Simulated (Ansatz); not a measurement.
The end point of a relaxation of CuI. Method: PBE (plane waves to 420 eV, PAW, scalar-relativistic; Ansatz, an electronic-structure program).

F-43m (No. 216), cF8, zinc blende type; a = b = c = 6.077 Å, α = β = γ = 90.00°.

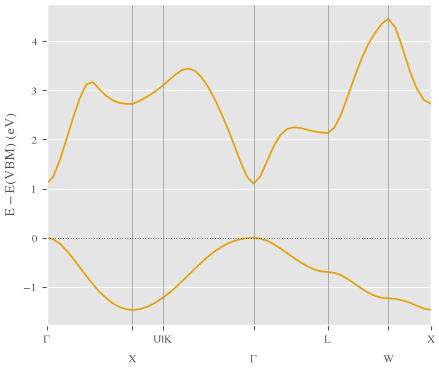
Figure: Highest filled and lowest empty band along the path of this cell's Brillouin zone

Problem. Read off the gap and say whether it is direct.

Solution. 1.10 eV, direct at Γ (no spin-orbit coupling).

Problem. How far does the top valence band disperse along this path?

Solution. About 1.5 eV.

No spin polarisation in the result. Without spin-orbit coupling the bands of the heavy element are not split, so the gap can be far off.

Measured for CuI: a 6.053 Å (as listed in arXiv:2305.18931). Computed minus measured — a: PBE +0.4 %. The computed values are for a static lattice.

The run could not lose the symmetry of its start.

It was reached from a disturbed copy of a P-6m2 (No. 187) cell (AFLOW prototype AB_hP2_187_d_a (B_h, as in WC)), against which it lies -0.41 eV/atom.
